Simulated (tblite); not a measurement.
## Run report: C6H13GeNO, geometry relaxation (part 4 of 4)

The same run, continued: C6H13GeNO, SMILES O=C[NH][GeH]1[CH2]CCC[CH2]1; GFN2-xTB geometry optimisation, gas phase (tblite 0.8.0). It belongs to a series of runs on one base structure; here: H on Ge replaced by NHCHO.

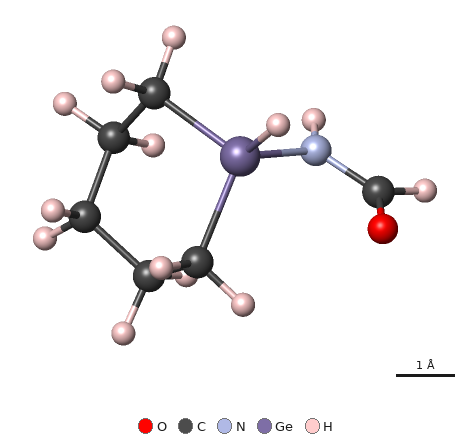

**Figure 1.** The geometry at step 49 of the log (ball-and-stick view, seen at a tilt).

### Trajectory as extended XYZ, continued
```
22
Properties=species:S:1:pos:R:3:forces:R:3 step=45 energy=-772.89203
O     3.3703   -0.1881    0.5140    0.0000   0.0090   0.0110
C     3.0691   -0.1129   -0.6567   -0.0090   0.0050  -0.0010
N     1.8929    0.3900   -1.0354   -0.0050  -0.0010   0.0020
Ge    0.8331    0.9454    0.4176   -0.0050  -0.0230  -0.0180
C     0.2694   -0.6361    1.4721    0.0040  -0.0070   0.0010
C    -0.7394   -1.4489    0.6628    0.0040  -0.0040   0.0060
C    -1.9566   -0.6338    0.2223    0.0010  -0.0030   0.0030
C    -1.6583    0.3563   -0.9041    0.0040   0.0030   0.0000
C    -0.8485    1.5654   -0.4393    0.0070   0.0070   0.0010
H     3.7401   -0.4536   -1.4645    0.0080  -0.0080  -0.0090
H     1.6679    0.4418   -2.0163    0.0020   0.0060   0.0080
H     1.6444    2.0187    1.1055   -0.0030   0.0100   0.0090
H     1.1255   -1.2512    1.7415    0.0020  -0.0050  -0.0020
H    -0.1934   -0.2946    2.3989    0.0020  -0.0010  -0.0030
H    -1.0801   -2.2946    1.2674   -0.0030   0.0040   0.0090
H    -0.2483   -1.8629   -0.2225   -0.0010   0.0100  -0.0050
H    -2.7280   -1.3263   -0.1240   -0.0030  -0.0030  -0.0020
H    -2.3588   -0.0923    1.0820   -0.0010   0.0030   0.0000
H    -2.6044    0.7005   -1.3329    0.0030   0.0040   0.0010
H    -1.1141   -0.1664   -1.6961   -0.0050  -0.0080  -0.0050
H    -0.6611    2.2335   -1.2809   -0.0040  -0.0020  -0.0040
H    -1.4320    2.1296    0.2880    0.0030   0.0030   0.0000
22
Properties=species:S:1:pos:R:3:forces:R:3 step=46 energy=-772.89209
O     3.3706   -0.1866    0.5146    0.0020   0.0050   0.0100
C     3.0688   -0.1128   -0.6560   -0.0060   0.0090   0.0000
N     1.8926    0.3899   -1.0345   -0.0030  -0.0030  -0.0010
Ge    0.8323    0.9453    0.4179    0.0010  -0.0160  -0.0200
C     0.2701   -0.6370    1.4715    0.0030  -0.0030   0.0010
C    -0.7396   -1.4489    0.6626    0.0040  -0.0040   0.0040
C    -1.9567   -0.6333    0.2227    0.0020  -0.0010   0.0000
C    -1.6584    0.3559   -0.9045    0.0050   0.0080   0.0010
C    -0.8489    1.5654   -0.4398    0.0110   0.0070   0.0030
H     3.7395   -0.4544   -1.4641    0.0040  -0.0060  -0.0040
H     1.6680    0.4419   -2.0153   -0.0010   0.0060   0.0030
H     1.6432    2.0190    1.1057   -0.0030   0.0090   0.0090
H     1.1268   -1.2521    1.7391   -0.0020  -0.0040   0.0000
H    -0.1921   -0.2962    2.3988    0.0040  -0.0020   0.0020
H    -1.0800   -2.2943    1.2676   -0.0050   0.0000   0.0060
H    -0.2492   -1.8624   -0.2231   -0.0010   0.0050  -0.0060
H    -2.7285   -1.3255   -0.1231   -0.0040  -0.0020   0.0010
H    -2.3576   -0.0906    1.0823   -0.0030   0.0000  -0.0010
H    -2.6042    0.7007   -1.3333    0.0030  -0.0020  -0.0010
H    -1.1137   -0.1675   -1.6959   -0.0090  -0.0030  -0.0030
H    -0.6609    2.2333   -1.2815   -0.0050  -0.0030  -0.0020
H    -1.4326    2.1297    0.2874    0.0040   0.0020  -0.0030
22
Properties=species:S:1:pos:R:3:forces:R:3 step=48 energy=-772.89216
O     3.3719   -0.1848    0.5155    0.0000   0.0030  -0.0010
C     3.0690   -0.1126   -0.6551    0.0050   0.0040   0.0010
N     1.8924    0.3897   -1.0332    0.0030  -0.0040  -0.0050
Ge    0.8315    0.9448    0.4175    0.0080   0.0050  -0.0020
C     0.2711   -0.6380    1.4708    0.0010   0.0020   0.0000
C    -0.7398   -1.4490    0.6626   -0.0010  -0.0010   0.0000
C    -1.9568   -0.6327    0.2232    0.0010   0.0010  -0.0010
C    -1.6583    0.3558   -0.9049    0.0020   0.0030   0.0030
C    -0.8490    1.5655   -0.4404    0.0070   0.0000   0.0000
H     3.7387   -0.4556   -1.4639   -0.0020  -0.0010   0.0080
H     1.6682    0.4419   -2.0139   -0.0040   0.0050  -0.0060
H     1.6410    2.0198    1.1069   -0.0080   0.0000   0.0030
H     1.1284   -1.2532    1.7362   -0.0030  -0.0040   0.0020
H    -0.1903   -0.2981    2.3987    0.0060  -0.0030   0.0050
H    -1.0802   -2.2938    1.2682   -0.0040  -0.0030   0.0010
H    -0.2503   -1.8616   -0.2241   -0.0010  -0.0010  -0.0020
H    -2.7293   -1.3247   -0.1219   -0.0010   0.0020   0.0050
H    -2.3566   -0.0888    1.0826   -0.0040  -0.0040  -0.0020
H    -2.6039    0.7008   -1.3340    0.0030  -0.0040   0.0000
H    -1.1139   -0.1688   -1.6959   -0.0100   0.0020  -0.0010
H    -0.6612    2.2330   -1.2823   -0.0030  -0.0020  -0.0030
H    -1.4331    2.1299    0.2865    0.0060   0.0010  -0.0030
22
Properties=species:S:1:pos:R:3:forces:R:3 step=49 energy=-772.89218
O     3.3724   -0.1842    0.5157   -0.0010   0.0040  -0.0050
C     3.0692   -0.1124   -0.6548    0.0080   0.0000   0.0010
N     1.8925    0.3895   -1.0329    0.0040  -0.0030  -0.0050
Ge    0.8315    0.9446    0.4172    0.0080   0.0090   0.0070
C     0.2714   -0.6383    1.4705    0.0000   0.0010  -0.0010
C    -0.7398   -1.4490    0.6626   -0.0030   0.0010  -0.0020
C    -1.9568   -0.6325    0.2233    0.0000   0.0010   0.0000
C    -1.6582    0.3559   -0.9049   -0.0010  -0.0020   0.0030
C    -0.8488    1.5656   -0.4405    0.0020  -0.0030  -0.0030
H     3.7385   -0.4561   -1.4637   -0.0020   0.0000   0.0100
H     1.6682    0.4421   -2.0135   -0.0030   0.0040  -0.0070
H     1.6401    2.0202    1.1074   -0.0090  -0.0030   0.0010
H     1.1288   -1.2536    1.7353   -0.0030  -0.0040   0.0020
H    -0.1895   -0.2988    2.3988    0.0060  -0.0020   0.0040
H    -1.0804   -2.2938    1.2685   -0.0030  -0.0020  -0.0030
H    -0.2507   -1.8615   -0.2245   -0.0020  -0.0030   0.0010
H    -2.7296   -1.3245   -0.1214    0.0010   0.0030   0.0040
H    -2.3564   -0.0883    1.0826   -0.0030  -0.0040  -0.0010
H    -2.6038    0.7007   -1.3342    0.0010  -0.0030   0.0010
H    -1.1143   -0.1691   -1.6959   -0.0070   0.0030  -0.0010
H    -0.6614    2.2329   -1.2826    0.0000   0.0000  -0.0040
H    -1.4332    2.1299    0.2861    0.0070   0.0020  -0.0020
22
Properties=species:S:1:pos:R:3:forces:R:3 step=51 energy=-772.89222
O     3.3727   -0.1824    0.5164   -0.0040   0.0060  -0.0040
C     3.0694   -0.1118   -0.6541    0.0030  -0.0050  -0.0010
N     1.8924    0.3891   -1.0329    0.0020   0.0040  -0.0030
Ge    0.8318    0.9446    0.4170    0.0000   0.0030   0.0100
C     0.2721   -0.6389    1.4701   -0.0010  -0.0010  -0.0010
C    -0.7400   -1.4492    0.6625   -0.0030   0.0030  -0.0010
C    -1.9567   -0.6320    0.2236   -0.0020   0.0000   0.0030
C    -1.6580    0.3559   -0.9048   -0.0050  -0.0060   0.0000
C    -0.8482    1.5655   -0.4411   -0.0030  -0.0050  -0.0050
H     3.7381   -0.4572   -1.4624    0.0050   0.0000   0.0030
H     1.6678    0.4431   -2.0134    0.0020   0.0000  -0.0040
H     1.6382    2.0206    1.1081   -0.0030   0.0010   0.0020
H     1.1294   -1.2550    1.7337   -0.0020  -0.0020   0.0000
H    -0.1876   -0.3004    2.3994    0.0050   0.0000   0.0010
H    -1.0809   -2.2938    1.2687    0.0010   0.0010  -0.0070
H    -0.2516   -1.8612   -0.2252   -0.0030  -0.0060   0.0060
H    -2.7303   -1.3236   -0.1201    0.0010   0.0020   0.0000
H    -2.3561   -0.0874    1.0827   -0.0020  -0.0010   0.0030
H    -2.6033    0.7005   -1.3345   -0.0040   0.0020   0.0030
H    -1.1154   -0.1698   -1.6961    0.0020   0.0020  -0.0020
H    -0.6616    2.2325   -1.2836    0.0030   0.0010  -0.0040
H    -1.4327    2.1302    0.2852    0.0070   0.0020   0.0000
22
Properties=species:S:1:pos:R:3:forces:R:3 step=52 energy=-772.89224
O     3.3725   -0.1813    0.5167   -0.0030   0.0050  -0.0010
C     3.0694   -0.1115   -0.6539   -0.0020  -0.0030  -0.0020
N     1.8924    0.3890   -1.0331    0.0010   0.0060  -0.0010
Ge    0.8319    0.9446    0.4172   -0.0040  -0.0030   0.0040
C     0.2724   -0.6393    1.4699   -0.0010  -0.0020   0.0000
C    -0.7402   -1.4492    0.6625   -0.0010   0.0030   0.0000
C    -1.9567   -0.6318    0.2239   -0.0030   0.0000   0.0030
C    -1.6579    0.3558   -0.9048   -0.0050  -0.0030  -0.0020
C    -0.8480    1.5654   -0.4414   -0.0020  -0.0040  -0.0040
H     3.7382   -0.4576   -1.4617    0.0080  -0.0010  -0.0020
H     1.6676    0.4436   -2.0136    0.0050  -0.0020  -0.0010
H     1.6374    2.0207    1.1083    0.0000   0.0040   0.0040
H     1.1296   -1.2557    1.7330   -0.0010  -0.0010  -0.0010
H    -0.1866   -0.3012    2.3997    0.0040   0.0010   0.0010
H    -1.0811   -2.2938    1.2686    0.0010   0.0010  -0.0070
H    -0.2520   -1.8612   -0.2254   -0.0020  -0.0060   0.0050
H    -2.7305   -1.3232   -0.1195   -0.0010   0.0000  -0.0020
H    -2.3559   -0.0871    1.0828   -0.0010   0.0000   0.0050
H    -2.6032    0.7005   -1.3346   -0.0070   0.0030   0.0040
H    -1.1157   -0.1700   -1.6962    0.0040   0.0010  -0.0020
H    -0.6615    2.2323   -1.2841    0.0040  -0.0010  -0.0020
H    -1.4323    2.1304    0.2848    0.0070   0.0010   0.0000
```

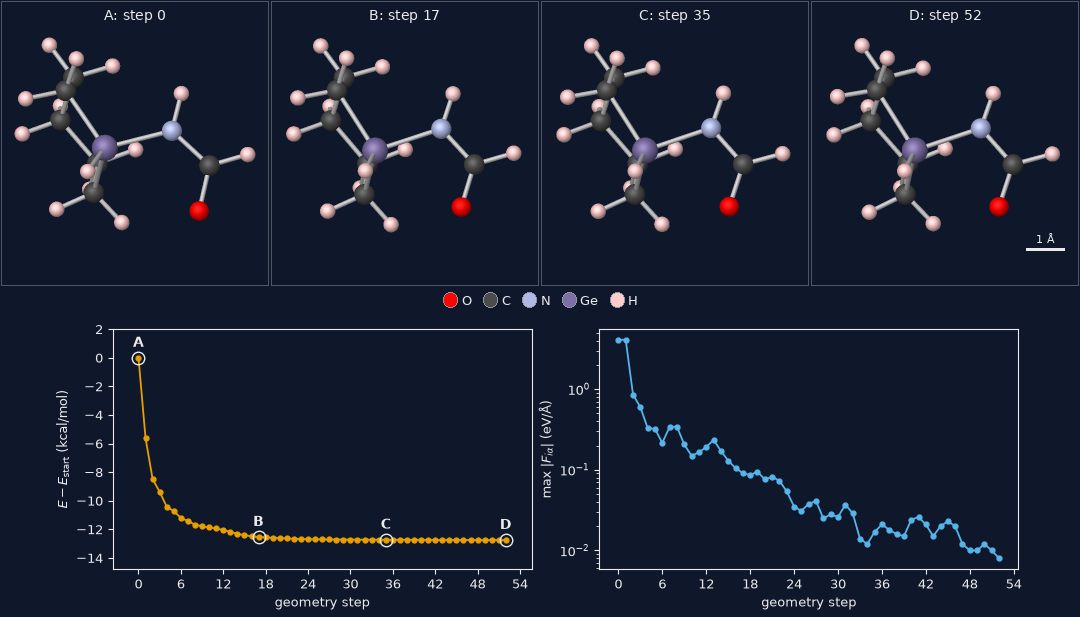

**Figure 2.** Frames of the relaxation (ball-and-stick view, seen at a tilt) above the curves, on which the letters mark them (steps are counted from 0).

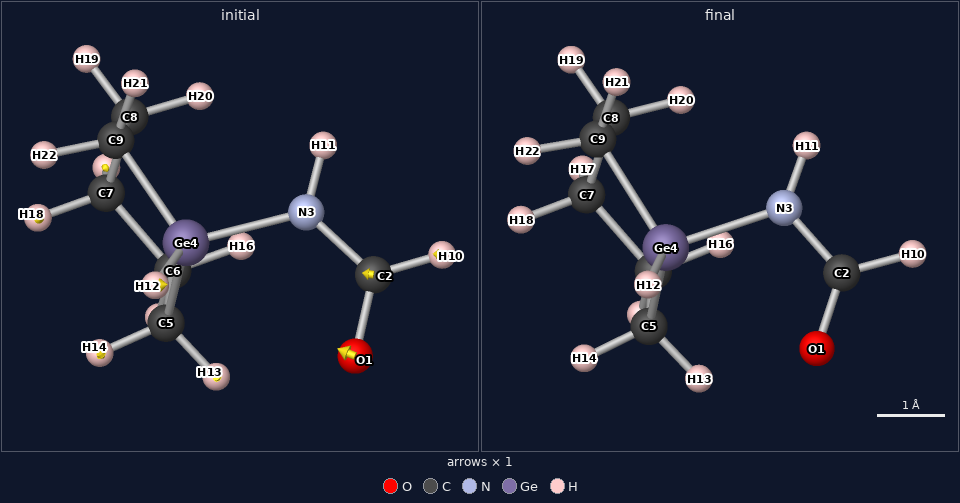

**Figure 3.** Before (left) and after (right) the relaxation, at one scale (ball-and-stick view, seen at a tilt). The yellow arrows give the displacements, at true length. After 52 geometry steps the energy has fallen by 12.7 kcal/mol. The largest force component goes from 4.1 to 0.008 eV/Å. The atom that moves furthest after the best rigid fit is O1 (0.30 Å). By element the largest moves are O 0.30 Å, H 0.20 Å, C 0.18 Å, N 0.07 Å, Ge 0.07 Å. Distances before and after: C2–N3 1.410 → 1.334 Å, O1–C2 1.273 → 1.211 Å, Ge4–C9 1.930 → 1.986 Å, N3–H11 1.052 → 1.007 Å. Among the angles that change: C2–N3–Ge4 122.9° → 112.9°, Ge4–N3–H11 117.6° → 127.5°, C5–Ge4–H12 111.1° → 118.5°. (Atoms are counted from 1 in the order of the input.)

The run was set up as follows.

### Input
```
{"job": {"kind": "relax", "xc": "GFN2-xTB", "basis": "xTB"}, "charge": 0, "multiplicity": 1}
O      3.644800    -0.302600     0.468100
C      3.218800    -0.185800    -0.725600
N      1.948800     0.364500    -0.992100
Ge     0.794600     0.955400     0.354600
C      0.243600    -0.568300     1.454600
C     -0.746600    -1.435900     0.659900
C     -1.990700    -0.652900     0.206100
C     -1.684300     0.367000    -0.902400
C     -0.871600     1.557400    -0.410400
H      3.848100    -0.524000    -1.526700
H      1.622400     0.454200    -1.988400
H      1.469800     2.047800     1.215700
H      1.133300    -1.162700     1.734000
H     -0.232300    -0.191600     2.372200
H     -1.067400    -2.264700     1.319200
H     -0.233900    -1.879100    -0.207300
H     -2.729200    -1.384900    -0.178800
H     -2.463000    -0.151100     1.078800
H     -2.654800     0.742800    -1.305500
H     -1.148100    -0.136400    -1.735700
H     -0.661000     2.252000    -1.253100
H     -1.451800     2.118000     0.361900
```

The first line tells a small driver script what to run in tblite; the rest is the geometry in Å.

Launch command:
```bash
OMP_NUM_THREADS=1 python <driver script> task.json out
```

### Summary

```csv
quantity,value
outcome,converged
total energy,−772.8922 eV
hardware,"1 CPU thread, shared host"
peak memory,0.18 GiB
```
